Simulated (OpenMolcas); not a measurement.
**Predicting a hybrid from its neighbours: CHCl3 (chloroform)**

The species is CHCl3 (5 atoms), meant as a singlet with charge 0. As SMILES, `ClC(Cl)Cl`. The coordinates come from a PBE0-D4/def2-TZVP relaxation.

The dipole moment y, in D, basis 6-311+G(d,p); a is the functional's share of exact exchange. Programs: OpenMolcas 26.06.

```
functional     program     a  y (D)
      BLYP  OpenMolcas     0   1.12
    revPBE  OpenMolcas     0   1.13
     B3LYP  OpenMolcas   0.2   1.17
      PBE0  OpenMolcas  0.25      ?
     BHLYP  OpenMolcas   0.5   1.23
```

Task: Fit y = c + s·a to the known rows and predict PBE0.

Result: 
1. Means of the 4 rows: a = 0.1750, y = 1.163.
2. Σ(Δa)² = 0.1675, Σ(Δa·Δy) = 0.03525, so the slope is 0.03525/0.1675 = 0.21045.
3. Intercept: 1.163 − (0.21045) × 0.1750 = 1.126. The largest residual of the fit is 0.006.
4. PBE0: 1.126 + (0.21045) × 0.25 = 1.18 D.

The run gave 1.19 D, so the prediction is off by -0.01 D, at the rounding of the table. More exact exchange makes the molecule more polar here. The measured value is 1.01 D (NIST CCCBDB).

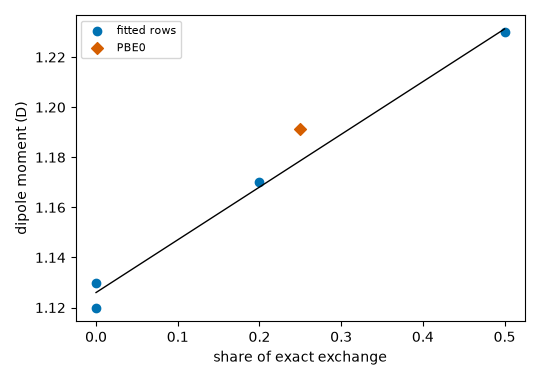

The fitted line, with the withheld row.
